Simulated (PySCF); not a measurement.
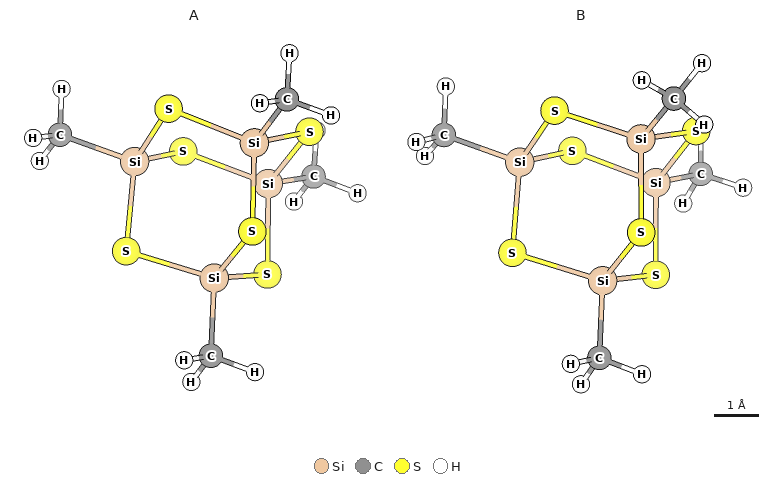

Two geometries of C₄H₁₂S₆Si₄, drawn at one scale. One is the start of a relaxation, the other its converged end. Style: ball-and-stick. Shown from a free direction.

These are results of PBE0-D3(BJ)/def2-SVP geometry optimisation, gas phase (PySCF 2.14.0, density-fitted response routines), not measurements. 

**Which one is relaxed?**

Structure A is the relaxed one. The start comes from GFN2-xTB. Its atoms were then displaced at random by about 0.03 Å. The energy falls by 0.985 eV in 11 geometry steps. An H atom moves most after the best rigid fit: 0.63 Å. Largest moves by element: H 0.63 Å, Si 0.11 Å, C 0.11 Å, S 0.09 Å. Some distances before and after: S–Si 2.280 → 2.146 Å, S–Si 2.256 → 2.146 Å, C–H 1.019 → 1.101 Å, S–Si 2.224 → 2.147 Å. Among the angles between lasting bonds that change: S–Si–S 104.5° → 112.1°, H–C–H 101.7° → 109.1°, C–Si–S 112.6° → 106.6°. Groups turn about C–Si by about 35°. The run took 5.6 min on 2 threads of AMD EPYC 9R45 96-Core Processor, with other jobs on the host.
